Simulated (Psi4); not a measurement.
**U-wB97M-V/3ZaPa-NR (sweep point 2) run of BH2F− (SMILES [BH2-]F)**

What is the energy change on altering one bond length of BH2F− at U-wB97M-V/3ZaPa-NR (sweep point 2)? Input form: a Python script.

The results are computed with Psi4 1.11.

## 1. The structure to begin with

BH2F− has 4 atoms, charge -1, and is taken as a doublet. As SMILES, `[BH2-]F`. The coordinates come from a GFN2-xTB relaxation.

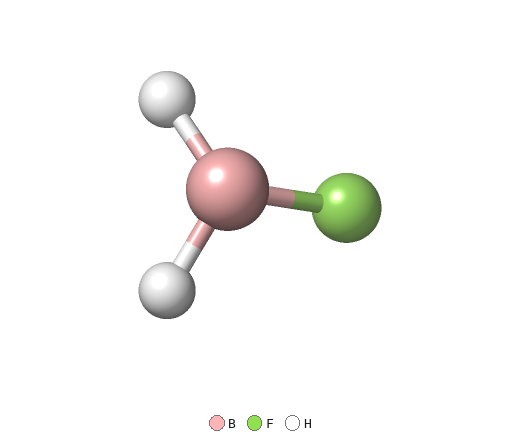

The structure, seen from a chosen angle (boron pink, fluorine green, hydrogen white).

## 2. A single-point energy at U-wB97M-V/3ZaPa-NR (sweep point 2)

job.py reads:

```python
import psi4

psi4.set_memory(1600000000)
psi4.set_num_threads(1)
psi4.set_output_file('psi4.out', False)

molecule = psi4.geometry("""
-1 2
B     -0.086340     0.304430     0.102380
F      1.031910    -0.468820     0.732960
H     -1.140340    -0.333670     0.256190
H      0.194760     0.498060    -1.091520
symmetry c1
""")

psi4.set_options({
    'basis': '3ZaPa-NR',
    'reference': 'uks',
    'puream': True,
    'scf_type': 'pk',
    'dft_radial_points': 99,
    'dft_spherical_points': 590,
    'maxiter': 150,
})

e_tot = psi4.energy("wb97m-v")
print(f'total energy {e_tot:.8f} hartree = {e_tot * 27.211386:.5f} eV')
```

The run is started by

```console
python job.py
```

psi4.out:

```text
[...]
  Running in c1 symmetry.
[...]
  Nuclear repulsion =   24.681591575925811
[...]
  Multiplicity = 2
[...]
  Nalpha       = 9
  Nbeta        = 8
[...]
    Number of basis functions: 114
[...]
   @UKS iter   1:  -125.79601669334073   -7.38929e-01   3.94970e-03 DIIS/ADIIS
[...]
   @UKS iter  10:  -125.90560411598186   -3.07086e-07   4.98919e-07 DIIS
[...]
   @S^2 Observed:                7.512671621E-01
[...]
    Orbital Energies [Eh]
    ---------------------
    Alpha Occupied:
       1A    -24.639188     2A     -6.700964     3A     -1.049786
       4A     -0.409303     5A     -0.305145     6A     -0.305046
       7A     -0.277386     8A     -0.177989     9A     -0.012189
    Alpha Virtual:
      10A      0.132169    11A      0.156229    12A      0.169858
      13A      0.181791    14A      0.192410    15A      0.268791
      16A      0.312403    17A      0.341818    18A      0.353036
      19A      0.365713    20A      0.383882    21A      0.393270
      22A      0.407101    23A      0.427103    24A      0.448431
      25A      0.460800    26A      0.486501    27A      0.536010
[...]
  @UKS Final Energy:  -125.90560411598186
   => Energetics <=
    Nuclear Repulsion Energy =             24.6815915759258111
    One-Electron Energy =                -226.6650725547557101
    Two-Electron Energy =                  86.9661780096719212
    DFT Exchange-Correlation Energy =     -10.9585393103453193
    Empirical Dispersion Energy =           0.0000000000000000
    VV10 Nonlocal Energy =                  0.0702381635214351
    Total Energy =                       -125.9056041159818591
[...]
 Multipole Moments:
 ------------------------------------------------------------------------------------
     Multipole            Electronic (a.u.)      Nuclear  (a.u.)        Total (a.u.)
 ------------------------------------------------------------------------------------
 L = 1.  Multiply by 2.5417464519 to convert [e a0] to [Debye]
 Dipole X            :          2.5786211           -1.7653708            0.8132503
 Dipole Y            :         -1.3298557            0.3023381           -1.0275176
 Dipole Z            :          1.7339800           -1.5623787            0.1716012
 Magnitude           :                                                    1.3215958
[...]
```

The script printed:

```text
total energy -125.90560412 hartree = -3426.06599 eV
```

Wall time 2.2 min (1 thread of Intel Xeon Platinum 8259CL at 2.50GHz (Skylake/Cascade Lake), shared host); peak memory 0.86 GiB.

## 3. The distorted shape

job.py reads:

```python
import psi4

psi4.set_memory(1600000000)
psi4.set_num_threads(1)
psi4.set_output_file('bfh2.out', False)

geom = psi4.geometry("""
-1 2
B     -0.309982     0.459074    -0.023731
F      1.031910    -0.468820     0.732960
H     -1.363982    -0.179026     0.130079
H     -0.028882     0.652704    -1.217631
symmetry c1
""")

psi4.set_options({
    'basis': '3ZaPa-NR',
    'reference': 'uks',
    'puream': True,
    'scf_type': 'pk',
    'dft_radial_points': 99,
    'dft_spherical_points': 590,
    'maxiter': 150,
})

result, w = psi4.energy('WB97M-V', return_wfn=True)
print(f'WB97M-V energy: {result:.10f} Eh')
for k, v in sorted(psi4.core.scalar_variables().items()):
    print(f'{k:45s} {v:18.10f}')
```

The run is started by

```console
python job.py
```

bfh2.out:

```text
[...]
  Running in c1 symmetry.
[...]
  Nuclear repulsion =   21.587547666874183
[...]
  Multiplicity = 2
[...]
  Nalpha       = 9
  Nbeta        = 8
[...]
    Number of basis functions: 114
[...]
   @UKS iter   1:  -125.77515414182935   -8.98540e-01   4.09964e-03 DIIS/ADIIS
[...]
   @UKS iter   9:  -125.87731352691769   -2.94481e-07   5.54520e-07 DIIS
[...]
   @S^2 Observed:                7.515884688E-01
[...]
    Orbital Energies [Eh]
    ---------------------
    Alpha Occupied:
       1A    -24.599734     2A     -6.719943     3A     -0.982162
       4A     -0.387553     5A     -0.255860     6A     -0.254048
       7A     -0.236408     8A     -0.193678     9A     -0.039414
    Alpha Virtual:
      10A      0.130534    11A      0.154654    12A      0.171544
      13A      0.182999    14A      0.187385    15A      0.271180
      16A      0.311200    17A      0.337510    18A      0.349184
      19A      0.356374    20A      0.385929    21A      0.392371
      22A      0.417743    23A      0.438980    24A      0.439988
      25A      0.457289    26A      0.464179    27A      0.531803
[...]
  @UKS Final Energy:  -125.87731352691769
   => Energetics <=
    Nuclear Repulsion Energy =             21.5875476668741832
    One-Electron Energy =                -220.8863910235359924
    Two-Electron Energy =                  84.2677542202351475
    DFT Exchange-Correlation Energy =     -10.9168576089310285
    Empirical Dispersion Energy =           0.0000000000000000
    VV10 Nonlocal Energy =                  0.0706332184400131
    Total Energy =                       -125.8773135269176890
[...]
 Multipole Moments:
 ------------------------------------------------------------------------------------
     Multipole            Electronic (a.u.)      Nuclear  (a.u.)        Total (a.u.)
 ------------------------------------------------------------------------------------
 L = 1.  Multiply by 2.5417464519 to convert [e a0] to [Debye]
 Dipole X            :          2.4170341           -1.9734161            0.4436180
 Dipole Y            :         -1.0372714            0.4461973           -0.5910741
 Dipole Z            :          1.7544661           -1.6796948            0.0747713
 Magnitude           :                                                    0.7428030
[...]
```

On the terminal:

```text
WB97M-V energy: -125.8773135269 Eh
CURRENT ENERGY                                   -125.8773135269
CURRENT REFERENCE ENERGY                         -125.8773135269
DD SOLVATION ENERGY                                 0.0000000000
DFT FUNCTIONAL TOTAL ENERGY                      -125.8773135269
DFT TOTAL ENERGY                                 -125.8773135269
DFT VV10 ENERGY                                     0.0706332184
DFT XC ENERGY                                     -10.9168576089
GRID ELECTRONS ALPHA                                9.0000049688
GRID ELECTRONS BETA                                 8.0000001767
GRID ELECTRONS TOTAL                               17.0000051455
NUCLEAR REPULSION ENERGY                           21.5875476669
ONE-ELECTRON ENERGY                              -220.8863910235
PCM POLARIZATION ENERGY                             0.0000000000
PE ENERGY                                           0.0000000000
SCF ITERATION ENERGY                             -125.8773135269
SCF ITERATIONS                                      9.0000000000
SCF TOTAL ENERGY                                 -125.8773135269
TWO-ELECTRON ENERGY                                84.2677542202
XC GRID RADIAL POINTS                              99.0000000000
XC GRID SPHERICAL POINTS                          590.0000000000
XC GRID TOTAL POINTS                           228190.0000000000
```

Run time: 2.8 min. Hardware: 1 thread of Intel Xeon Platinum 8259CL at 2.50GHz (Skylake/Cascade Lake), shared host; peak memory 0.84 GiB.

## 4. Outcome

At U-wB97M-V/3ZaPa-NR (sweep point 2):

```
                                                         quantity          value
                                        first shape: total energy  -125.90560 Eh
                  first shape: HOMO energy (highest over α and β)       -0.33 eV
                   first shape: LUMO energy (lowest over α and β)        3.58 eV
                                                first shape: ⟨S²⟩          0.751
                                    distorted shape: total energy  -125.87731 Eh
              distorted shape: HOMO energy (highest over α and β)       -1.07 eV
               distorted shape: LUMO energy (lowest over α and β)        3.49 eV
                                            distorted shape: ⟨S²⟩          0.752
energy change with the B1–F2 bond stretched from 1.499 to 1.798 Å       0.770 eV
```

What this shows: With the B1–F2 bond stretched from 1.499 to 1.798 Å the energy rises by 0.77 eV (17.8 kcal/mol). The first shape isn't relaxed at this level, so the change isn't measured from a minimum.
